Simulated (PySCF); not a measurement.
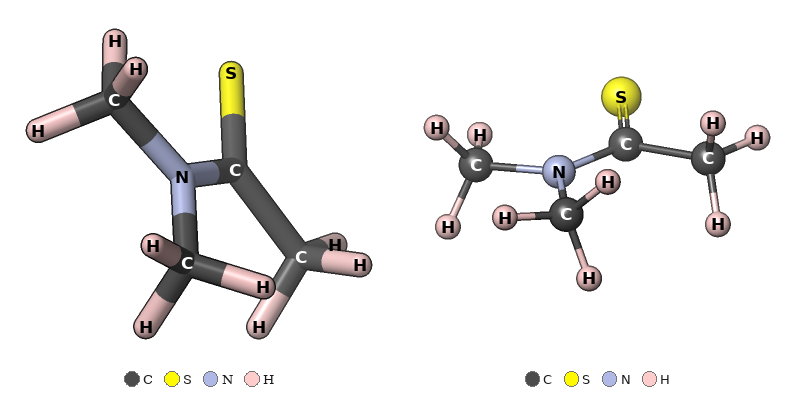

Both panels show the same species.

Computed geometry: PBE0-D3(BJ)/def2-SVP optimisation. No frequency run is at hand to confirm it as a minimum.

> What is the molecular formula?

C4H9NS, 15 atoms: 4 carbon, 9 hydrogen, 1 nitrogen and 1 sulfur.

> How many bonds of each kind are drawn?

9 C–H, 3 C–N, 1 C–C, 1 C–S.

More results for the same structure follow; atom numbers are the same in all pictures, views and colours differ.

## Shape

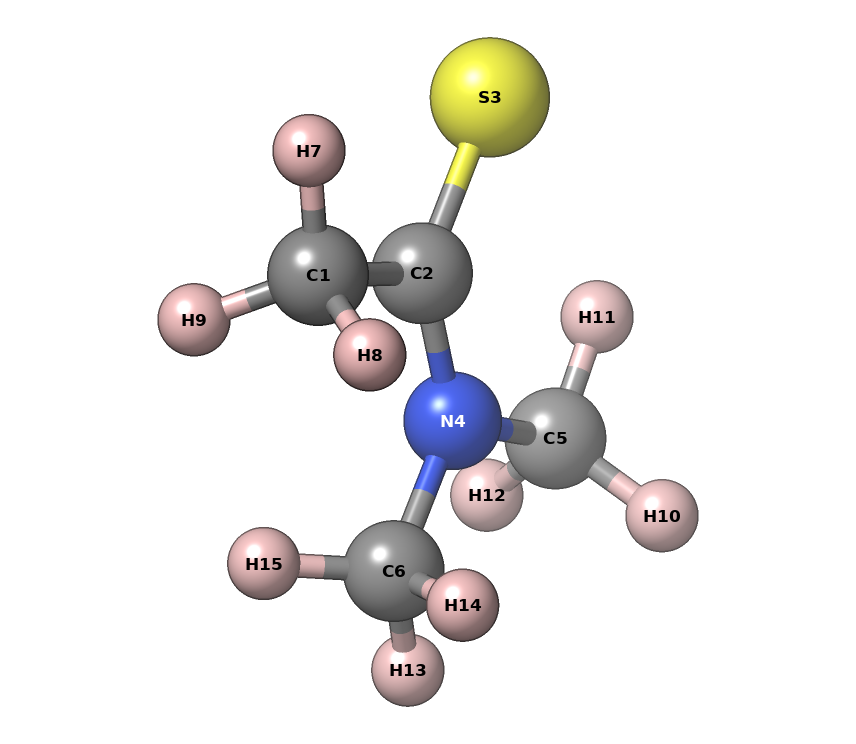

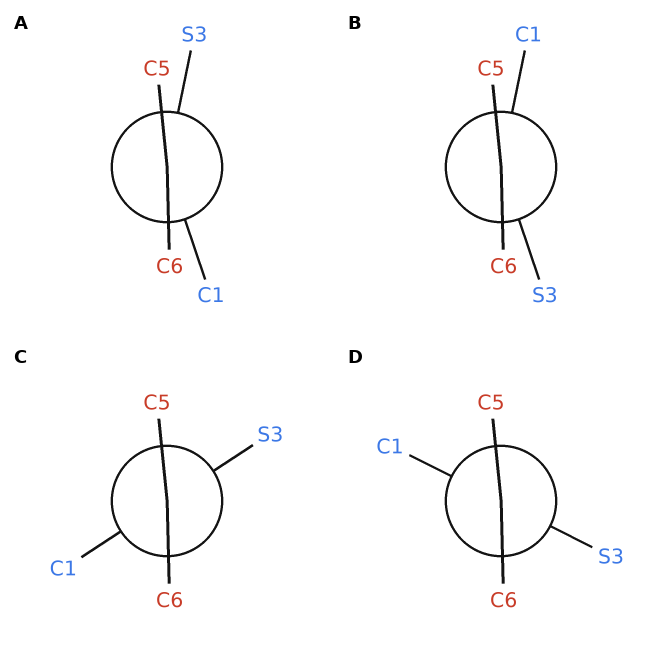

Distant atoms are faded towards the background colour. Bonds that would overlap in a projection are set slightly apart. No frequency run is at hand to confirm it as a minimum.

> Which Newman projection shows the view along N4–C2, with N4 in front?

A. The torsion angle C5–N4–C2–S3 is 3°, synperiplanar (eclipsed).

## Excitation

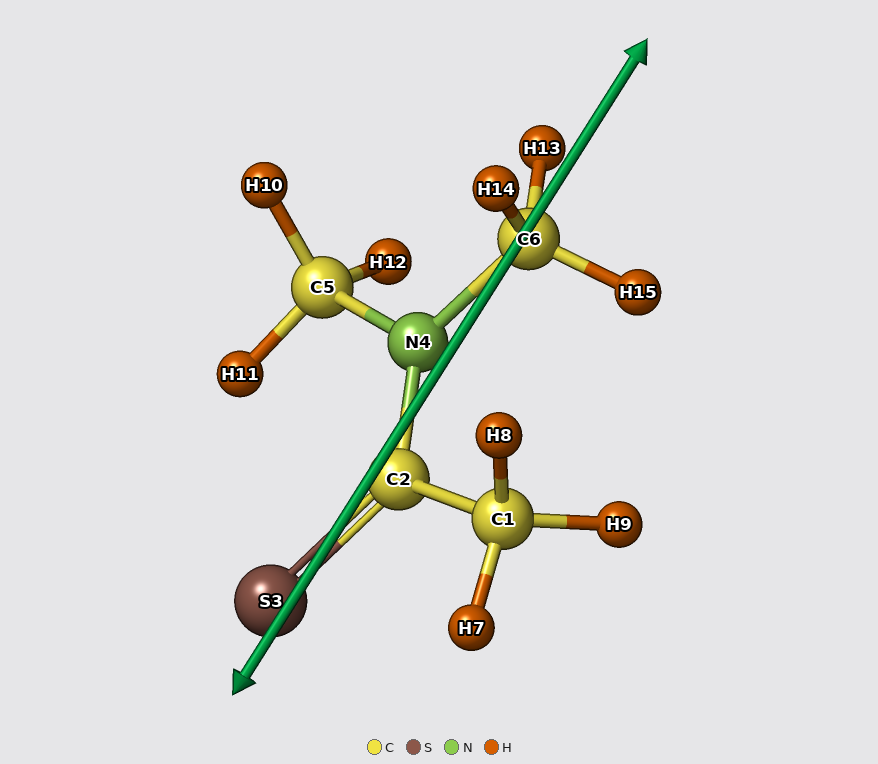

The double arrow shows the direction of the transition dipole to excited singlet state 2 (its length means nothing). No frequency run is at hand to confirm it as a minimum. Properties computed with TDDFT CAM-B3LYP/def2-SVPD, vertical, gas phase, core orbitals frozen in the response (PySCF 2.14.0).

> How is the transition polarised?

Close to the long direction S3···C6.

> Give its energy, strength and character.

5.06 eV (245 nm), oscillator strength 0.29, mainly HOMO−1 → LUMO (weight 0.95); transition dipole 3.86 D.

## Quadrupole coupling

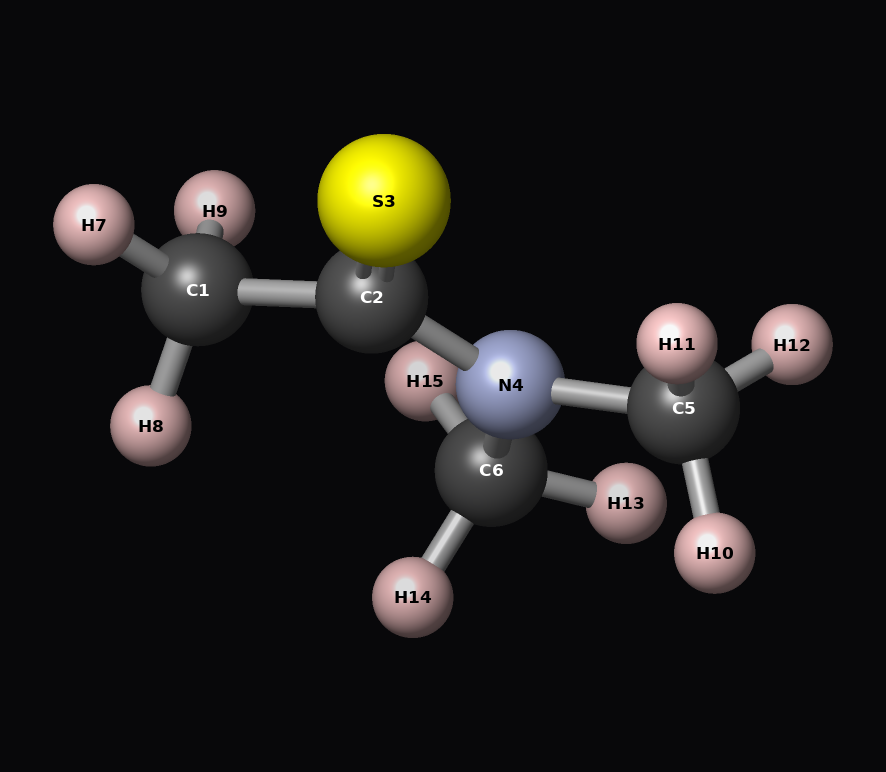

No frequency run is at hand to confirm it as a minimum. Electric field gradients from the ground-state density, PBE0/pcSseg-1 in acetonitrile (IEF-PCM) (PySCF 2.14.0), non-relativistic apart from any core potentials.

Give the largest field-gradient component, the quadrupole coupling constant and the asymmetry for 33S at S3 (Q = −67.81 mb), 14N at N4 (Q = 20.44 mb), 2H at H7 (Q = 2.86 mb), 2H at H8 (Q = 2.86 mb), 2H at H9 (Q = 2.86 mb), 2H at H10 (Q = 2.86 mb).

| atom | V_zz (a.u.) | e²qQ/h (MHz) | η |
| --- | --- | --- | --- |
| S3 | −2.155 | 34.3 | 0.88 |
| N4 | −0.780 | −3.74 | 0.07 |
| H7 | 0.298 | 0.200 | 0.03 |
| H8 | 0.284 | 0.191 | 0.04 |
| H9 | 0.284 | 0.191 | 0.04 |
| H10 | 0.279 | 0.188 | 0.08 |

## NMR shielding

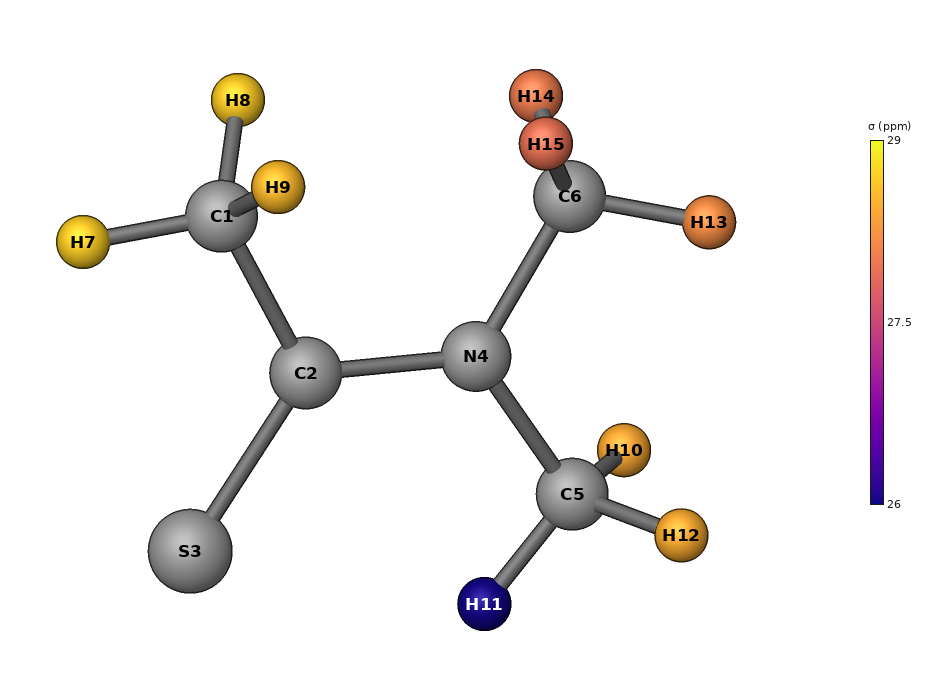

Atoms are coloured by their isotropic NMR shieldings (H only, the others grey). No frequency run is at hand to confirm it as a minimum. Method: GIAO PBE0/pcSseg-1 NMR shielding, non-relativistic, IEF-PCM acetonitrile (PySCF 2.14.0).

> Which H atom is the most shielded (lowest chemical shift)?

H7 (28.70 ppm).

> Which H atom is the least shielded (highest chemical shift)?

H11 (26.02 ppm).

> How wide is the range of H shifts?

2.68 ppm.

Give the isotropic NMR shieldings of the H atoms atom by atom.

```csv
atom,σ (ppm)
H7,28.70
H8,28.69
H9,28.56
H10,28.43
H11,26.02
H12,28.45
H13,28.18
H14,28.05
H15,27.95
```
